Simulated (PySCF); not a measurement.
**Ni⁺: dipole response in dyall-av2z**

Aim: the static polarisability and the C₆ coefficient of Ni⁺, method by method.

Method: unrestricted determinants in a Gaussian basis, no spin-orbit coupling in the energies. Code: PySCF 2.14.0.

## Step 1: What is computed

```
Element     : nickel (Z = 28)
Basis       : dyall-av2z (16s12p7d2f, 101 functions)
Hamiltonian : the non-relativistic Hamiltonian (point nucleus)
State 1     : Ni⁺: [Ar] 3d9, 2D determinant
Methods     : MN15, PBEsol
```

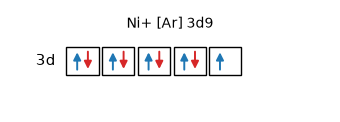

Occupation of the outer shells (arrows by Hund's rule).

The runs were made by one driver on top of PySCF. The scripts below sum up each run's settings (the driver also hands on starting orbitals that pick excited configurations, and frozen orbitals as a list rather than a count), and the logs come from the driver's own runs. The driver starts from symmetry-adapted Hartree-Fock orbitals, holds the occupation by maximum overlap and uses a logarithmic radial grid for functionals, so a plain start would take other cycles.

The driver's launch:

```sh
> OMP_NUM_THREADS=1 python atomrun2.py TASK.json OUT
```

The integrals over 101 functions and the set-up took 0.23 s of CPU time.

## Step 2: Ni⁺

#### MN15

Input file input.py:

```python
from pyscf import gto, scf, dft, mp, cc
import basis_set_exchange as bse
mol = gto.M(atom="Ni 0 0 0", charge=1, spin=1, symmetry="D2h",
            basis=gto.basis.parse(bse.get_basis("dyall-av2z", elements=["Ni"], fmt="nwchem", header=False)))
mf = dft.UKS(mol, xc="MN15")
mf.irrep_nelec = {'Ag': (5, 4), 'B1g': (1, 1), 'B2g': (1, 1), 'B3g': (1, 1), 'B1u': (2, 2), 'B2u': (2, 2), 'B3u': (2, 2)}
mf.kernel()
```

The program printed:

```text
damping factor = 0
level_shift factor = 0
DIIS = <class 'pyscf.scf.diis.CDIIS'>
diis_start_cycle = 1
diis_space = 10
diis_damp = 0
SCF conv_tol = 1e-09
SCF conv_tol_grad = None
number electrons alpha = 14  beta = 13
XC functionals = MN15
    H. S. Yu, X. He, S. L. Li, and D. G. Truhlar.,  Chem. Sci. 7, 5032-5051 (2016)
    H. S. Yu, X. He, S. L. Li, and D. G. Truhlar.,  Chem. Sci. 7, 5032-5051 (2016)
cycle= 1 E= -1508.46445511468  delta_E= -0.27  |g|=  3.3  |ddm|= 0.264
cycle= 2 E= -1508.46211460368  delta_E= 0.00234  |g|= 0.335  |ddm|= 0.0726
cycle= 3 E= -1508.44507524212  delta_E= 0.017  |g|= 0.443  |ddm|= 0.111
cycle= 4 E= -1508.46882248889  delta_E= -0.0237  |g|= 0.00846  |ddm|= 0.0686
cycle= 5 E= -1508.46886791325  delta_E= -4.54e-05  |g|= 0.00237  |ddm|= 0.00911
cycle= 6 E= -1508.46890028655  delta_E= -3.24e-05  |g|= 0.00175  |ddm|= 0.01
cycle= 7 E= -1508.46893037522  delta_E= -3.01e-05  |g|= 0.00045  |ddm|= 0.0197
cycle= 8 E= -1508.46893140866  delta_E= -1.03e-06  |g|= 0.000232  |ddm|= 0.00293
cycle= 9 E= -1508.46893153989  delta_E= -1.31e-07  |g|= 0.00014  |ddm|= 0.000801
cycle= 10 E= -1508.46893160272  delta_E= -6.28e-08  |g|= 2.25e-05  |ddm|= 0.000754
cycle= 11 E= -1508.46893160648  delta_E= -3.75e-09  |g|= 4.25e-06  |ddm|= 0.000211
cycle= 12 E= -1508.46893160649  delta_E= -1.41e-11  |g|= 2.23e-07  |ddm|= 9.68e-06
converged SCF energy = -1508.46893160649  <S^2> = 0.76887158  2S+1 = 2.0187834
```

Time after the integrals: 2.2 min (1 thread of Neoverse-V1, shared host).

Orbital energies by shell (radii are means over both spins):

| shell | electrons | mean orbital energy (eV) | spread (eV) | rms radius (bohr) |
| --- | --- | --- | --- | --- |
| 1s β | 1 | -8105.7 | 0 | 0.0637 |
| 1s α | 1 | -8105.7 | 0 | 0.0637 |
| 2s α | 1 | -956.05 | 0 | 0.272 |
| 2s β | 1 | -955.95 | 0 | 0.272 |
| 2p α | 3 | -846.93 | 0.963 | 0.240 |
| 2p β | 3 | -846.70 | 0.909 | 0.240 |
| 3s α | 1 | -112.09 | 0 | 0.825 |
| 3s β | 1 | -111.55 | 0 | 0.825 |
| 3p α | 3 | -78.135 | 1.808 | 0.864 |
| 3p β | 3 | -77.268 | 0.987 | 0.864 |
| 3d α | 5 | -16.783 | 1.956 | 1.23 |
| 3d β | 4 | -15.819 | 0.118 | 1.23 |

⟨S²⟩ = 0.769, ⟨L²⟩ = 6.07.

The driver then solved the coupled dipole response at imaginary frequencies: mean α = 7.213 bohr³ (xx, yy, zz: 6.743, 6.743, 8.154), C₆ = 23.39 au for a like pair.

#### PBEsol

input.py, as changed from the run before:

```diff
@@ -4,3 +4,3 @@
             basis=gto.basis.parse(bse.get_basis("dyall-av2z", elements=["Ni"], fmt="nwchem", header=False)))
-mf = dft.UKS(mol, xc="MN15")
+mf = dft.UKS(mol, xc="PBEsol")
 mf.irrep_nelec = {'Ag': (5, 4), 'B1g': (1, 1), 'B2g': (1, 1), 'B3g': (1, 1), 'B1u': (2, 2), 'B2u': (2, 2), 'B3u': (2, 2)}
```

The program printed:

```text
damping factor = 0
level_shift factor = 0
DIIS = <class 'pyscf.scf.diis.CDIIS'>
diis_start_cycle = 1
diis_space = 10
diis_damp = 0
SCF conv_tol = 1e-09
SCF conv_tol_grad = None
number electrons alpha = 14  beta = 13
XC functionals = PBEsol
    J. P. Perdew, A. Ruzsinszky, G. I. Csonka, O. A. Vydrov, G. E. Scuseria, L. A. Constantin, X. Zhou, and K. Burke.,  Phys. Rev. Lett. 100, 136406 (2008)
    J. P. Perdew, A. Ruzsinszky, G. I. Csonka, O. A. Vydrov, G. E. Scuseria, L. A. Constantin, X. Zhou, and K. Burke.,  Phys. Rev. Lett. 100, 136406 (2008)
cycle= 1 E= -1506.44466234862  delta_E= 0.00997  |g|= 0.459  |ddm|= 0.333
cycle= 2 E= -1506.24849089607  delta_E= 0.196  |g|= 1.31  |ddm|= 0.414
cycle= 3 E= -1506.48108350744  delta_E= -0.233  |g|= 0.188  |ddm|= 0.196
cycle= 4 E= -1506.48755890294  delta_E= -0.00648  |g|= 0.00637  |ddm|= 0.0482
cycle= 5 E= -1506.48756973959  delta_E= -1.08e-05  |g|= 0.000541  |ddm|= 0.00703
cycle= 6 E= -1506.48756997257  delta_E= -2.33e-07  |g|= 0.000319  |ddm|= 0.0018
cycle= 7 E= -1506.48757003817  delta_E= -6.56e-08  |g|= 0.000144  |ddm|= 0.000754
cycle= 8 E= -1506.48757006883  delta_E= -3.07e-08  |g|= 4.11e-05  |ddm|= 0.000864
cycle= 9 E= -1506.48757007117  delta_E= -2.34e-09  |g|= 4.04e-06  |ddm|= 0.000299
cycle= 10 E= -1506.48757007118  delta_E= -6.37e-12  |g|= 2.45e-07  |ddm|= 1.1e-05
converged SCF energy = -1506.48757007118  <S^2> = 0.76871446  2S+1 = 2.0186277
```

Time after the integrals: 26 s (1 thread of Neoverse-V1, shared host).

The driver then solved the coupled dipole response at imaginary frequencies: mean α = 8.330 bohr³ (xx, yy, zz: 7.736, 7.736, 9.519), C₆ = 26.76 au for a like pair.

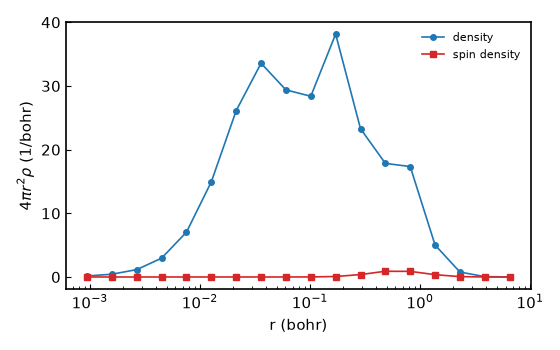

Radial density 4πr²ρ of Ni⁺ at PBEsol, at 18 stored radii joined by straight lines.

## Step 3: Polarisabilities and C₆

Ni⁺, in atomic units:

| method | mean α | C₆ (like pair) | S(−4) |
| --- | --- | --- | --- |
| MN15 | 7.213 | 23.39 | 49.80 |
| PBEsol | 8.330 | 26.76 | 81.91 |

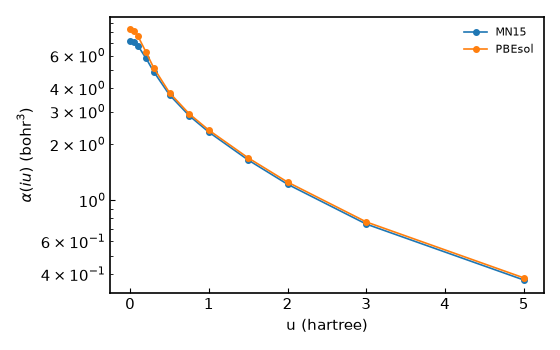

α(iu) of Ni⁺, the polarisability at imaginary frequency, on a logarithmic scale.

## Step 4: Outcome

| quantity | value |
| --- | --- |
| α of Ni⁺ | 7.213 (MN15) to 8.330 (PBEsol) bohr³ |

In words: A single London oscillator with the computed α and C₆ of Ni⁺ at MN15 would have ω = 4 C₆ / (3 α²) = 0.599 hartree. All values hold for this basis alone; no basis-set limit was taken.
